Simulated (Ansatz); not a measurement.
Base system: ZnCu₂SnS₄ (space group I-4, No. 82; a = 5.4141 Å, c = 10.8216 Å). Axes: x, y, z lie along a, b, c of the conventional cell.

Now apply this change: biaxial strain +1.23 %, plane normal [001], relaxed out of plane (Cartesian); in-plane vectors clamped, the third vector and the atoms free.

The values are results of r2SCAN (Ansatz, a first-principles code, PAW, no spin-orbit coupling), not measurements.

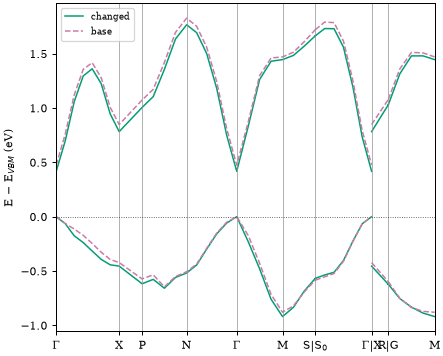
Highest valence and lowest conduction band along the path, each from its own valence-band maximum

The gap is 0.42 eV, direct at Γ; the base has 0.47 eV.

Gaps are Kohn–Sham eigenvalue differences; semilocal functionals usually give less than the measured gap. Stability against distortions was not tested. All final runs are without spin polarisation.
